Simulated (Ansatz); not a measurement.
GeH4ClO3F: nudged elastic band

- system: GeH4ClO3F
- method: RKS B3LYP-D4/def2-SVP (Ansatz 0.2.0)

It belongs to a series of runs on one base structure; here: band between the two ends.

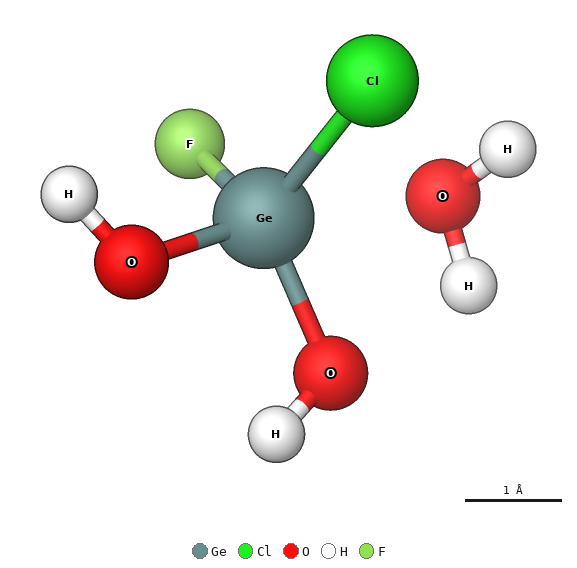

The starting structure (ball-and-stick view, seen at a tilt). Sticks mark near contacts. Bond lengths as drawn: Cl–Ge 2.17 Å, F–Ge 1.73 Å, Ge–O 1.77 to 1.78 Å and H–O 0.97 Å.

## Results in brief

- outcome: converged
- barrier, forward: 0.806 eV
- barrier, backward: 0.574 eV
- hardware: 4 threads of Arm Neoverse V1, 24 GiB of memory available, shared host
- wall time: 3.9 min (CPU time 14 min)
- peak memory: 0.34 GiB

## Remarks

The order of the saddle point was not checked.

## Input file
```yaml
crystal:
  periodic: [false, false, false]
  atoms:
    - { symbol: Ge, position_ang: [0.031103, -0.13287, 0.287286] }
    - { symbol: Cl, position_ang: [-0.337886, -0.306901, 2.422567] }
    - { symbol: O, position_ang: [1.713726, -0.261246, -0.258554] }
    - { symbol: H, position_ang: [1.802664, -1.072836, -0.781847] }
    - { symbol: F, position_ang: [-1.010441, 1.052628, -0.42792] }
    - { symbol: O, position_ang: [-0.568931, -1.65043, -0.413672] }
    - { symbol: H, position_ang: [-1.532546, -1.72867, -0.396988] }
    - { symbol: O, position_ang: [1.143986, 1.86758, 0.97768] }
    - { symbol: H, position_ang: [2.01978, 1.605177, 0.648238] }
    - { symbol: H, position_ang: [1.204747, 1.824068, 1.94401] }
basis:
  gaussian: { orbitals: def2-SVP }
hamiltonian:
  xc: b3lyp
  dispersion: d4
neb:
  order_check: false
  images: 5
  f_tol: 0.05
  max_iterations: 60
  final_atoms:
    - { symbol: Ge, position_ang: [0.48451733, 0.15190719, -0.33130821] }
    - { symbol: Cl, position_ang: [-1.0219668, 0.26972836, 3.01966894] }
    - { symbol: O, position_ang: [1.87460911, -0.21031433, -1.3335339] }
    - { symbol: H, position_ang: [1.78116355, -1.03080377, -1.83762434] }
    - { symbol: F, position_ang: [-0.65399308, 1.11226027, -1.20721788] }
    - { symbol: O, position_ang: [-0.28672512, -1.30581022, 0.24069213] }
    - { symbol: H, position_ang: [-0.77338196, -1.15463923, 1.07167031] }
    - { symbol: O, position_ang: [1.05614801, 1.18212205, 1.00055887] }
    - { symbol: H, position_ang: [2.01025281, 1.34577253, 0.97250456] }
    - { symbol: H, position_ang: [-0.00442185, 0.83627716, 2.40538953] }
  initial_path:
    images:
      - { positions_ang: [[0.031103, -0.13287, 0.287286], [-0.337886, -0.306901, 2.422567], [1.713726, -0.261246, -0.258554], [1.802664, -1.072836, -0.781847], [-1.010441, 1.052628, -0.42792], [-0.568931, -1.65043, -0.413672], [-1.532546, -1.72867, -0.396988], [1.143986, 1.86758, 0.97768], [2.01978, 1.605177, 0.648238], [1.204747, 1.824068, 1.94401]] }
      - { positions_ang: [[0.02203046, -0.09090321, 0.19080157], [-0.23269533, -0.19040362, 2.47078507], [1.7021188, -0.18117691, -0.3638215], [1.86669196, -1.0404651, -0.74438095], [-0.93335388, 1.15314114, -0.48392667], [-0.65474887, -1.58729175, -0.46649021], [-1.45159071, -1.78944554, -0.19652108], [1.12457297, 1.79197088, 0.86176556], [1.96528191, 1.51566122, 0.8347567], [1.05789471, 1.61541288, 1.89783152]] }
      - { positions_ang: [[0.01295791, -0.04893641, 0.09431713], [-0.12750466, -0.07390624, 2.51900314], [1.6905116, -0.10110783, -0.46908899], [1.93071991, -1.0080942, -0.7069149], [-0.85626675, 1.25365428, -0.53993334], [-0.74056674, -1.52415349, -0.51930842], [-1.37063543, -1.85022108, 0.00394584], [1.10515993, 1.71636177, 0.74585112], [1.91078382, 1.42614545, 1.02127539], [0.91104241, 1.40675775, 1.85165303]] }
      - { positions_ang: [[0.00388537, -0.00696962, -0.0021673], [-0.02231398, 0.04259113, 2.56722121], [1.6789044, -0.02103874, -0.57435649], [1.99474787, -0.9757233, -0.66944885], [-0.77917963, 1.35416743, -0.59594001], [-0.82638462, -1.46101524, -0.57212663], [-1.28968014, -1.91099662, 0.20441275], [1.0857469, 1.64075265, 0.62993668], [1.85628572, 1.33662967, 1.20779409], [0.76419012, 1.19810263, 1.80547455]] }
      - { positions_ang: [[0.16409602, 0.04598932, -0.11188094], [-0.35553159, 0.11830354, 2.71803712], [1.7441393, -0.0841306, -0.82741563], [1.9235531, -0.99408346, -1.05884068], [-0.73745078, 1.27353171, -0.7996993], [-0.64649812, -1.40928023, -0.30118704], [-1.11758075, -1.65887749, 0.49349861], [1.0758806, 1.48787578, 0.75347741], [1.90760809, 1.33967729, 1.12936424], [0.50798613, 1.07749414, 2.00544621]] }
      - { positions_ang: [[0.32430667, 0.09894825, -0.22159458], [-0.68874919, 0.19401595, 2.86885303], [1.80937421, -0.14722247, -1.08047476], [1.85235832, -1.01244361, -1.44823251], [-0.69572193, 1.19289599, -1.00345859], [-0.46661162, -1.35754522, -0.03024746], [-0.94548135, -1.40675836, 0.78258446], [1.06601431, 1.33499892, 0.87701814], [1.95893045, 1.34272491, 1.0509344], [0.25178214, 0.95688565, 2.20541787]] }
      - { positions_ang: [[0.48451733, 0.15190719, -0.33130821], [-1.0219668, 0.26972836, 3.01966894], [1.87460911, -0.21031433, -1.3335339], [1.78116355, -1.03080377, -1.83762434], [-0.65399308, 1.11226027, -1.20721788], [-0.28672512, -1.30581022, 0.24069213], [-0.77338196, -1.15463923, 1.07167031], [1.05614801, 1.18212205, 1.00055887], [2.01025281, 1.34577253, 0.97250456], [-0.00442185, 0.83627716, 2.40538953]] }
```

Launch command:
```bash
ansatz run input.yaml --threads 4 --pin off --max-ram 5120MiB --backend cpu --events-out ev --progress --plain --runs-dir out
```

## What the program printed
```
Engine: ansatz 0.2.0, aarch64-unknown-linux-gnu
Functional definition: B3LYP
  parameter a0 = 0.2
  parameter ax = 0.72
  parameter ac = 0.81
  exchange = (1 - a0 - ax)*slater_x + ax*b88_x + a0*exact_x
  correlation = (1 - ac)*vwn_rpa_c + ac*lyp_c
1280 factors; integrals over basis functions are off by at most 5.1e-4 eV
mean field evaluation 1: about -77938.4049 eV, gradient 8.8e1 eV
mean field evaluation 2: about -77914.0750 eV, gradient 1.5e2 eV
mean field evaluation 4: about -77951.0371 eV, gradient 6.4e0 eV
mean field evaluation 8: about -77951.1267 eV, gradient 3.3e-1 eV
mean field evaluation 16: about -77951.1269 eV, gradient 9.8e-5 eV
mean field -77951.12687860 eV, -2864.6510756172 hartree, gradient 1.0e-5 eV, S^2 0.000000; 0 other end points of the search recorded, 0 dependent functions left out
the calculation of the forces begins
reference -77951.12710677 eV, -2864.6510840022 hartree; 43, 43 occupied and 83, 83 virtual orbitals, 1280 factors
1282 factors; integrals over basis functions are off by at most 9.5e-4 eV
mean field evaluation 32: about -77950.9158 eV, gradient 1.6e-4 eV
mean field -77950.91583116 eV, -2864.6433197667 hartree, gradient 3.6e-5 eV, S^2 0.000000; 0 other end points of the search recorded, 0 dependent functions left out
[... from here on the field's lines of each further geometry are left out, up to the last ...]
NEB iter   1: max|band force component| = 6.569e0 eV/Å  barrier→ = 3.6628 eV  barrier← = 3.4303 eV  Δτ_max = 0.1992 Å  (202 SCF iters)
NEB iter   2: max|band force component| = 4.999e0 eV/Å  barrier→ = 1.8719 eV  barrier← = 1.6394 eV  Δτ_max = 0.2000 Å  (158 SCF iters)
NEB iter   3: max|band force component| = 2.099e0 eV/Å  barrier→ = 1.0161 eV  barrier← = 0.7836 eV  Δτ_max = 0.2000 Å  (150 SCF iters)
NEB iter   4: max|band force component| = 8.658e-1 eV/Å  barrier→ = 0.8961 eV  barrier← = 0.6636 eV  Δτ_max = 0.1934 Å  (150 SCF iters)
NEB iter   5: max|band force component| = 1.471e0 eV/Å  barrier→ = 0.9075 eV  barrier← = 0.6749 eV  Δτ_max = 0.1002 Å  (150 SCF iters)
NEB iter   6: max|band force component| = 5.162e-1 eV/Å  barrier→ = 0.7776 eV  barrier← = 0.5450 eV  CI = image 4  Δτ_max = 0.1754 Å  (149 SCF iters)
NEB iter   7: max|band force component| = 7.941e-1 eV/Å  barrier→ = 0.9531 eV  barrier← = 0.7205 eV  CI = image 4  Δτ_max = 0.0871 Å  (144 SCF iters)
NEB iter   8: max|band force component| = 6.574e-1 eV/Å  barrier→ = 0.9309 eV  barrier← = 0.6984 eV  CI = image 4  Δτ_max = 0.1741 Å  (142 SCF iters)
NEB iter   9: max|band force component| = 3.784e-1 eV/Å  barrier→ = 0.8833 eV  barrier← = 0.6508 eV  CI = image 4  Δτ_max = 0.1731 Å  (142 SCF iters)
NEB iter  10: max|band force component| = 3.941e-1 eV/Å  barrier→ = 0.8544 eV  barrier← = 0.6218 eV  CI = image 4  Δτ_max = 0.0870 Å  (143 SCF iters)
NEB iter  11: max|band force component| = 2.302e-1 eV/Å  barrier→ = 0.8415 eV  barrier← = 0.6089 eV  CI = image 4  Δτ_max = 0.1727 Å  (140 SCF iters)
NEB iter  12: max|band force component| = 1.664e-1 eV/Å  barrier→ = 0.8229 eV  barrier← = 0.5903 eV  CI = image 4  Δτ_max = 0.0908 Å  (150 SCF iters)
NEB iter  13: max|band force component| = 1.625e-1 eV/Å  barrier→ = 0.8138 eV  barrier← = 0.5813 eV  CI = image 4  Δτ_max = 0.0617 Å  (143 SCF iters)
NEB iter  14: max|band force component| = 7.904e-2 eV/Å  barrier→ = 0.8093 eV  barrier← = 0.5768 eV  CI = image 4  Δτ_max = 0.0230 Å  (142 SCF iters)
NEB iter  15: max|band force component| = 7.117e-2 eV/Å  barrier→ = 0.8081 eV  barrier← = 0.5755 eV  CI = image 4  Δτ_max = 0.0182 Å  (143 SCF iters)
NEB iter  16: max|band force component| = 6.584e-2 eV/Å  barrier→ = 0.8070 eV  barrier← = 0.5745 eV  CI = image 4  Δτ_max = 0.0341 Å  (133 SCF iters)
the calculation of the forces begins
reference -77950.83554455 eV, -2864.6403692881 hartree; 43, 43 occupied and 83, 83 virtual orbitals, 1283 factors
1281 factors; integrals over basis functions are off by at most 1.0e-3 eV
mean field -77950.32367446 eV, -2864.6215584091 hartree, gradient 1.3e-5 eV, S^2 0.000000; 1 other end points of the search recorded, 0 dependent functions left out
the calculation of the forces begins
reference -77950.32390110 eV, -2864.6215667382 hartree; 43, 43 occupied and 83, 83 virtual orbitals, 1281 factors
NEB iter  17: max|band force component| = 4.412e-2 eV/Å  barrier→ = 0.8060 eV  barrier← = 0.5735 eV  CI = image 4  Δτ_max = 0.0000 Å  (287 SCF iters)
```

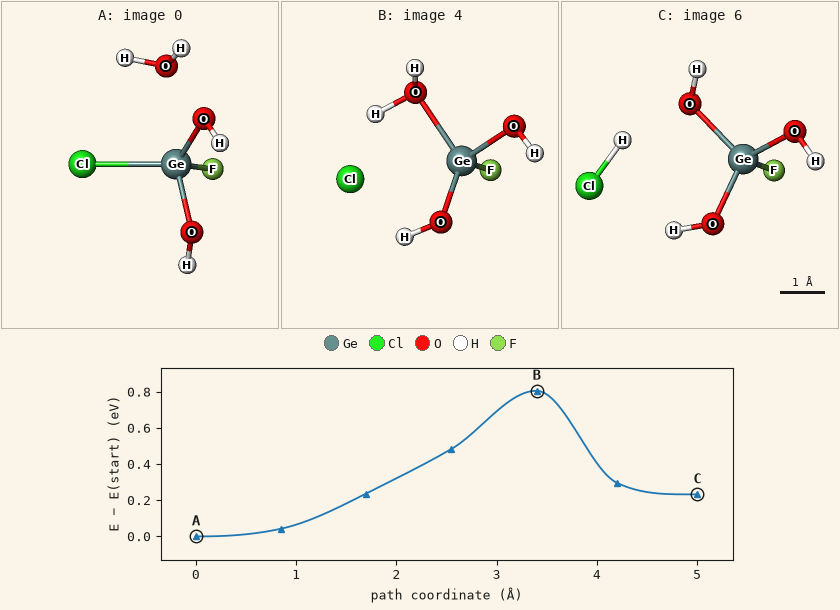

Images of the last band (counted from 0; ball-and-stick, seen at a tilt) above the energy along the path; the line is a cubic interpolation that uses the forces. The highest image is number 4, 0.806 eV above the start and 0.573 eV above the end (the climbing image); the end lies 0.233 eV above the start. The path is 5.00 Å long. The band converged in 17 iterations.

```
Total energy: -77950.70971173 eV, -2864.6357450175 hartree
Atom 0 at     0.274878     0.129402    -0.122006 Å, force    -0.004332     0.003004    -0.007545 eV/Å
Atom 1 at    -1.119542     0.452628     2.280034 Å, force     0.001747    -0.004636     0.001125 eV/Å
Atom 2 at     1.708669     0.008718    -1.136605 Å, force    -0.004297     0.002750    -0.003678 eV/Å
Atom 3 at     1.717133    -0.800404    -1.666920 Å, force     0.001603    -0.000013     0.000462 eV/Å
Atom 4 at    -0.837144     1.186627    -0.898189 Å, force     0.012266    -0.012588     0.015399 eV/Å
Atom 5 at    -0.193560    -1.526497     0.180395 Å, force    -0.005699    -0.012679    -0.000572 eV/Å
Atom 6 at    -0.820577    -1.523531     0.927774 Å, force    -0.001441     0.009650    -0.002289 eV/Å
Atom 7 at     1.173117     1.206354     1.159340 Å, force     0.016442     0.037726    -0.044771 eV/Å
Atom 8 at     2.113092     1.001785     1.304696 Å, force    -0.005123    -0.013451     0.022311 eV/Å
Atom 9 at     0.450136     1.061418     1.972282 Å, force    -0.011167    -0.009764     0.019559 eV/Å
Dipole moment:     0.831103    -0.261366    -0.036599 e Å
this run last wrote the band of iteration 17 to [file]
```

## The last band as extended XYZ (Å, eV, eV/Å)
```
10
Properties=species:S:1:pos:R:3:forces:R:3 image=0 energy=-77951.51550
Ge    0.0311   -0.1329    0.2873    0.0040  -0.0115   0.0069
Cl   -0.3379   -0.3069    2.4226    0.0021   0.0030  -0.0044
O     1.7137   -0.2612   -0.2586   -0.0022   0.0001   0.0004
H     1.8027   -1.0728   -0.7818   -0.0015   0.0003   0.0004
F    -1.0104    1.0526   -0.4279   -0.0007  -0.0001  -0.0001
O    -0.5689   -1.6504   -0.4137   -0.0226   0.0042   0.0006
H    -1.5325   -1.7287   -0.3970    0.0233   0.0032  -0.0024
O     1.1440    1.8676    0.9777    0.0029   0.0005   0.0009
H     2.0198    1.6052    0.6482   -0.0053   0.0015   0.0035
H     1.2047    1.8241    1.9440   -0.0001  -0.0012  -0.0057
10
Properties=species:S:1:pos:R:3:forces:R:3 image=1 energy=-77951.47293
Ge    0.0162   -0.0352    0.1763    0.0011  -0.0155   0.0091
Cl   -0.5987   -0.1929    2.2774    0.0453  -0.0418   0.0205
O     1.6865   -0.1773   -0.4123    0.0069  -0.0192   0.0369
H     1.7504   -0.9852   -0.9446    0.0118  -0.0251   0.0444
F    -0.9091    1.1851   -0.6258   -0.0030   0.0056   0.0197
O    -0.5916   -1.5847   -0.4474   -0.0241   0.0089  -0.0330
H    -1.2853   -1.9534    0.1155   -0.0333  -0.0015  -0.0492
O     1.1841    1.7763    1.0543   -0.0040   0.0257  -0.0091
H     2.0726    1.4838    0.7890   -0.0126   0.0320  -0.0308
H     1.1411    1.6801    2.0183    0.0119   0.0310  -0.0086
10
Properties=species:S:1:pos:R:3:forces:R:3 image=2 energy=-77951.27799
Ge    0.0455    0.0367    0.1212   -0.0242  -0.0264   0.0163
Cl   -0.9147    0.0771    2.1479    0.0672  -0.0727   0.0391
O     1.6655   -0.0630   -0.6226    0.0090  -0.0319   0.0858
H     1.6939   -0.8450   -1.1945    0.0157  -0.0420   0.0882
F    -0.8879    1.1738   -0.7901    0.0062   0.0031   0.0318
O    -0.4480   -1.6309   -0.2509   -0.0601   0.0012  -0.0863
H    -1.0853   -1.9376    0.4093   -0.0590  -0.0404  -0.0980
O     1.2333    1.5973    1.1275   -0.0014   0.0686  -0.0062
H     2.1440    1.2880    0.9821   -0.0147   0.0635  -0.0713
H     1.0200    1.5001    2.0709    0.0614   0.0771   0.0005
10
Properties=species:S:1:pos:R:3:forces:R:3 image=3 energy=-77951.03142
Ge    0.1036    0.0991    0.0398   -0.0750  -0.0212   0.0728
Cl   -1.1307    0.3159    2.0252    0.0034  -0.0449  -0.1050
O     1.6494    0.0334   -0.8588   -0.0344  -0.0017   0.1212
H     1.6688   -0.7371   -1.4458   -0.0338   0.0142   0.0980
F    -0.8722    1.1713   -0.9054   -0.0225  -0.0065  -0.0070
O    -0.2721   -1.6308   -0.0102   -0.0389  -0.0493  -0.0737
H    -0.9275   -1.8025    0.6831   -0.0510  -0.1161  -0.0925
O     1.2506    1.3771    1.1937    0.0462   0.0862  -0.0062
H     2.1778    1.0870    1.2088    0.0359   0.0363  -0.0506
H     0.8185    1.2830    2.0705    0.1701   0.1030   0.0430
10
Properties=species:S:1:pos:R:3:forces:R:3 image=4 energy=-77950.70948
Ge    0.2749    0.1294   -0.1220   -0.0043   0.0030  -0.0075
Cl   -1.1195    0.4526    2.2800    0.0017  -0.0046   0.0011
O     1.7087    0.0087   -1.1366   -0.0043   0.0027  -0.0037
H     1.7171   -0.8004   -1.6669    0.0016   0.0000   0.0005
F    -0.8371    1.1866   -0.8982    0.0123  -0.0126   0.0154
O    -0.1936   -1.5265    0.1804   -0.0057  -0.0127  -0.0006
H    -0.8206   -1.5235    0.9278   -0.0014   0.0097  -0.0023
O     1.1731    1.2064    1.1593    0.0164   0.0377  -0.0448
H     2.1131    1.0018    1.3047   -0.0051  -0.0135   0.0223
H     0.4501    1.0614    1.9723   -0.0112  -0.0098   0.0196
10
Properties=species:S:1:pos:R:3:forces:R:3 image=5 energy=-77951.21918
Ge    0.4640    0.1568   -0.2348    0.1205   0.0146  -0.0456
Cl   -1.1514    0.4989    2.6616   -0.0339   0.0167   0.1553
O     1.7784   -0.0657   -1.3658    0.0370  -0.0417  -0.0911
H     1.7226   -0.9117   -1.8300    0.0210  -0.0426  -0.0714
F    -0.8015    1.1233   -0.8944    0.0184   0.0002   0.0016
O    -0.1318   -1.4192    0.2383    0.0284   0.0431   0.0204
H    -0.7470   -1.3647    0.9896    0.0091   0.0832   0.0010
O     1.1744    1.1632    1.0615   -0.0082  -0.0244  -0.0545
H     2.1338    1.0525    1.1387    0.0000   0.0054  -0.0453
H     0.0247    0.9632    2.2363   -0.1925  -0.0546   0.1295
10
Properties=species:S:1:pos:R:3:forces:R:3 image=6 energy=-77951.28295
Ge    0.4845    0.1519   -0.3313    0.0037  -0.0057  -0.0123
Cl   -1.0220    0.2697    3.0197   -0.0023  -0.0019  -0.0034
O     1.8746   -0.2103   -1.3335   -0.0047   0.0036   0.0060
H     1.7812   -1.0308   -1.8376    0.0015  -0.0004  -0.0024
F    -0.6540    1.1123   -1.2072   -0.0033   0.0004  -0.0054
O    -0.2867   -1.3058    0.2407    0.0001   0.0041   0.0016
H    -0.7734   -1.1546    1.0717   -0.0017  -0.0003   0.0046
O     1.0561    1.1821    1.0006    0.0127  -0.0016  -0.0112
H     2.0103    1.3458    0.9725   -0.0078   0.0005   0.0073
H    -0.0044    0.8363    2.4054    0.0016   0.0013   0.0153
```
